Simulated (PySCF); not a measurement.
**SiNH4 (SMILES [NH][SiH3]): UTPSSh/def2-TZVPD**

What is the vertical doublet–quartet gap of SiNH4 at UTPSSh/def2-TZVPD? The job is set up through a Python script.

Program for the calculation: PySCF 2.14.0.

### 1 The structure to begin with

SiNH4: 6 atoms, total charge 0, spin state doublet. SMILES: `[NH][SiH3]`. The shape is that of a PBE0-D4/def2-TZVP optimisation.

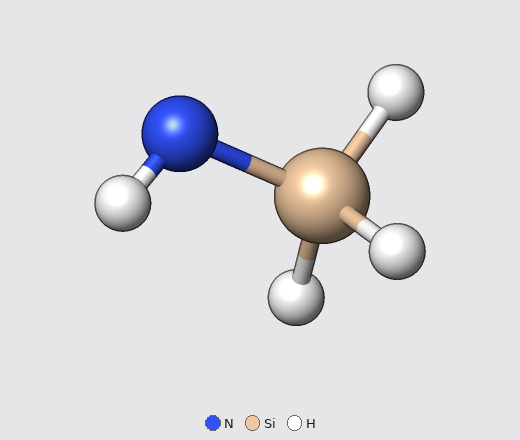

The structure, seen from a chosen angle (nitrogen blue, silicon light orange, hydrogen white).

### 2 The energy at UTPSSh/def2-TZVPD

Input file run.py:

```python
# [NH][SiH3]
from pyscf import gto, dft

molecule = gto.Mole()
molecule.atom = '''
N    0.592100  -0.835200   0.909500
Si  -0.203700   0.347600  -0.110000
H    0.922800  -1.640700   0.372700
H   -1.310600  -0.282300  -0.885500
H    0.789500   0.911800  -1.068900
H   -0.748100   1.434800   0.736200
'''
molecule.spin = 1
molecule.basis = 'def2-tzvpd'
molecule.max_memory = 1860
molecule.verbose = 4
molecule.build()

mf = dft.UKS(molecule, xc='tpssh')
mf.conv_tol = 1e-10
mf.grids.level = 4
mf.kernel()
if not mf.converged:
    mf = mf.newton().run(mf.mo_coeff, mf.mo_occ)

e_tot = mf.e_tot
print('Final energy', e_tot)
```

Command:

```console
$ OMP_NUM_THREADS=1 python run.py
```

What it wrote:

```text
PySCF version 2.14.0

[INPUT] num. atoms = 6
[INPUT] num. electrons = 25
[INPUT] charge = 0
[INPUT] spin (= nelec alpha-beta = 2S) = 1
[INPUT] symmetry False subgroup None
[INPUT] Mole.unit = angstrom
[INPUT] Symbol           X                Y                Z      unit          X                Y                Z       unit  Magmom
[INPUT]  1 N      0.592100000000  -0.835200000000   0.909500000000 AA    1.118906838355  -1.578299259237   1.718705910292 Bohr   0.0
[INPUT]  2 Si    -0.203700000000   0.347600000000  -0.110000000000 AA   -0.384937211574   0.656868800899  -0.207869873702 Bohr   0.0
[INPUT]  3 H      0.922800000000  -1.640700000000   0.372700000000 AA    1.743839267749  -3.100473652574   0.704300926625 Bohr   0.0
[INPUT]  4 H     -1.310600000000  -0.282300000000  -0.885500000000 AA   -2.476675058855  -0.533469684965  -1.673352483302 Bohr   0.0
[INPUT]  5 H      0.789500000000   0.911800000000  -1.068900000000 AA    1.491938775344   1.723052280378  -2.019928254548 Bohr   0.0
[INPUT]  6 H     -0.748100000000   1.434800000000   0.736200000000 AA   -1.413704113787   2.711379043526   1.391216372905 Bohr   0.0

nuclear repulsion = 56.6744251402679
number of shells = 48
number of NR pGTOs = 165
number of NR cGTOs = 116
basis = def2-tzvpd
ecp = {}

******** <class 'pyscf.dft.uks.UKS'> ********
method = UKS
initial guess = minao
damping factor = 0
level_shift factor = 0
DIIS = <class 'pyscf.scf.diis.CDIIS'>
diis_start_cycle = 1
diis_space = 8
diis_damp = 0
SCF conv_tol = 1e-10
SCF conv_tol_grad = None
SCF max_cycles = 50
direct_scf = True
direct_scf_tol = 1e-13
number electrons alpha = 13  beta = 12
XC library pyscf.dft.libxc version 7.0.0
    S. Lehtola, C. Steigemann, M. J.T. Oliveira, and M. A.L. Marques.,  SoftwareX 7, 1–5 (2018)
XC functionals = tpssh
radial grids:
    Treutler-Ahlrichs [JCP 102, 346 (1995); DOI:10.1063/1.469408] (M4) radial grids

becke partition: Becke, JCP 88, 2547 (1988); DOI:10.1063/1.454033
pruning grids: <function nwchem_prune>
grids dens level: 4
symmetrized grids: False
atomic radii adjust function: <function treutler_atomic_radii_adjust>
small_rho_cutoff = 0
Set gradient conv threshold to 1e-05
tot grids = 119632
init E= -346.457017522595
[... the frontier-level lines of each cycle are left out ...]

cycle= 1 E= -346.621898294472  delta_E= -0.165  |g|= 0.207  |ddm|= 1.22
cycle= 2 E= -346.598826704317  delta_E= 0.0231  |g|= 0.307  |ddm|= 0.424
cycle= 3 E= -346.64558432836  delta_E= -0.0468  |g|= 0.0336  |ddm|= 0.28
cycle= 4 E= -346.646189236563  delta_E= -0.000605  |g|= 0.0101  |ddm|= 0.0333
cycle= 5 E= -346.646245235423  delta_E= -5.6e-05  |g|= 0.0023  |ddm|= 0.0113
cycle= 6 E= -346.646249260026  delta_E= -4.02e-06  |g|= 0.00063  |ddm|= 0.00329
cycle= 7 E= -346.646249653129  delta_E= -3.93e-07  |g|= 0.000206  |ddm|= 0.000939
cycle= 8 E= -346.646249698606  delta_E= -4.55e-08  |g|= 5.48e-05  |ddm|= 0.000367
cycle= 9 E= -346.646249700931  delta_E= -2.32e-09  |g|= 1.91e-05  |ddm|= 8.47e-05
cycle= 10 E= -346.646249701165  delta_E= -2.34e-10  |g|= 5.16e-06  |ddm|= 2.58e-05
cycle= 11 E= -346.646249701182  delta_E= -1.69e-11  |g|= 2.28e-06  |ddm|= 7.98e-06
Extra cycle  E= -346.646249701181  delta_E= 5.68e-13  |g|= 3.06e-06  |ddm|= 4.4e-06
converged SCF energy = -346.646249701181  <S^2> = 0.75430914  2S+1 = 2.0043045
Final energy -346.646249701181
```

Wall time 55 s (1 thread of Arm Neoverse V1, shared host); peak memory 0.66 GiB.

### 3 The quartet at the same level

Input file job.py:

```python
from pyscf import gto, dft

mol = gto.M(
    atom=[
    ('N', (0.592100, -0.835200, 0.909500)),
    ('Si', (-0.203700, 0.347600, -0.110000)),
    ('H', (0.922800, -1.640700, 0.372700)),
    ('H', (-1.310600, -0.282300, -0.885500)),
    ('H', (0.789500, 0.911800, -1.068900)),
    ('H', (-0.748100, 1.434800, 0.736200)),
],
    basis='def2-tzvpd',
    max_memory=1860,
    verbose=3,
    spin=3,
    charge=0,
)

calc0 = dft.UKS(mol, xc='tpssh')
calc0.grids.level = 4
calc0.conv_tol = 1e-10
calc0.kernel()
if not calc0.converged:
    calc0 = calc0.newton().run(calc0.mo_coeff, calc0.mo_occ)

etot = calc0.e_tot
print(f'total energy: {etot:.8f} hartree')
```

Command:

```console
$ OMP_NUM_THREADS=1 python job.py
```

What it wrote:

```text
WARN: HOMO -0.035058878201049 >= LUMO -0.318062261084226

WARN: HOMO -0.0836902191532296 >= LUMO -0.301879141064911

WARN: HOMO -0.0757599523662975 >= LUMO -0.269991049650226

WARN: HOMO -0.0731187751093749 >= LUMO -0.267174033206881

WARN: HOMO -0.0773599927186126 >= LUMO -0.266044791436148

WARN: HOMO -0.0774824572611266 >= LUMO -0.265901182829442

WARN: HOMO -0.0775395221691539 >= LUMO -0.265110546326742

WARN: HOMO -0.077832000975036 >= LUMO -0.265213308933159

WARN: HOMO -0.0777976279016812 >= LUMO -0.265087789146403

WARN: HOMO -0.0778053797418394 >= LUMO -0.26509816288117

WARN: HOMO -0.0778062008433444 >= LUMO -0.265097422663583

WARN: HOMO -0.0778049466391053 >= LUMO -0.265091855264675

WARN: HOMO -0.0778047569776099 >= LUMO -0.265092190180273

WARN: HOMO -0.0778048208345758 >= LUMO -0.265092330971395

WARN: HOMO -0.0778049497867848 >= LUMO -0.265092450540987

converged SCF energy = -346.420017013511  <S^2> = 3.7614529  2S+1 = 4.0057224
total energy: -346.42001701 hartree
```

It took 67 s on 1 thread of Arm Neoverse V1, shared host; peak memory 0.66 GiB.

### 4 Results

At UTPSSh/def2-TZVPD:

| quantity | value |
| --- | --- |
| doublet: total energy | -346.64625 Eh |
| doublet: dipole moment | 1.35 D |
| doublet: HOMO energy (highest over α and β) | -7.31 eV |
| doublet: LUMO energy (lowest over α and β) | -4.06 eV |
| doublet: ⟨S²⟩ | 0.754 |
| quartet: total energy | -346.42002 Eh |
| quartet: dipole moment | 1.05 D |
| quartet: HOMO energy (highest over α and β) | -2.12 eV |
| quartet: ⟨S²⟩ | 3.761 |
| vertical energy of the quartet above the doublet | 6.156 eV |

**Reading.** At this shape the quartet lies 6.16 eV (594 kJ/mol) above the doublet. Mulliken charges (doublet) run from -0.39 on N1 to +0.23 on H3; in a basis this large or diffuse they mean little.
